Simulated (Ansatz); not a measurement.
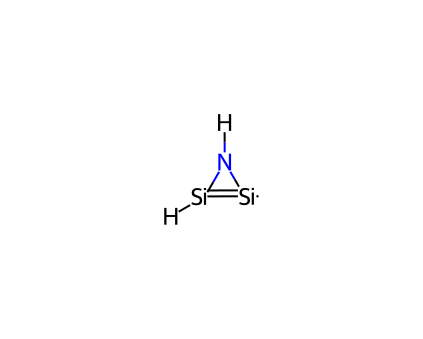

The drawing above gives the connectivity. State: neutral, doublet. The geometry was computed by an optimisation with PBE0-D4/def2-TZVP. No frequency run is at hand to confirm it as a minimum.

Describe the 3D structure.

It has 5 atoms: 2 hydrogen, 1 nitrogen and 2 silicon (H2NSi2). Its SMILES string is `N1[Si]=[SiH]1`. Among its groups: Si–H bond, Si–N bond. This geometry has C1 symmetry. It is an open-shell species. Coordination, clear cases only: 1 Si trigonal pyramidal.

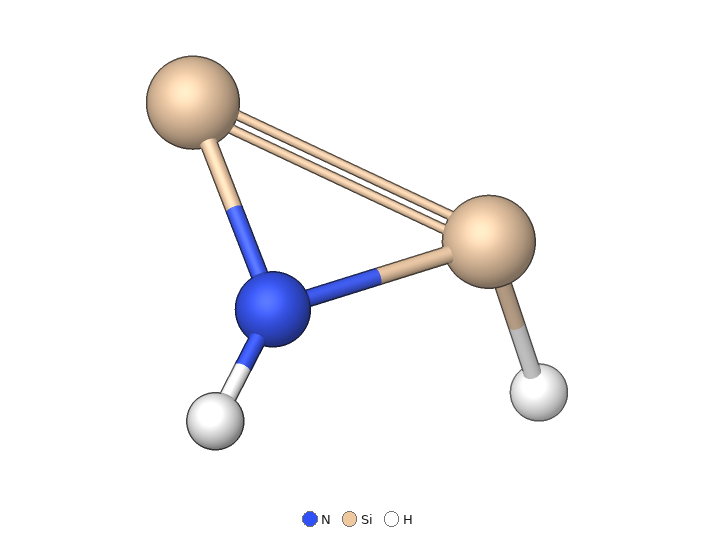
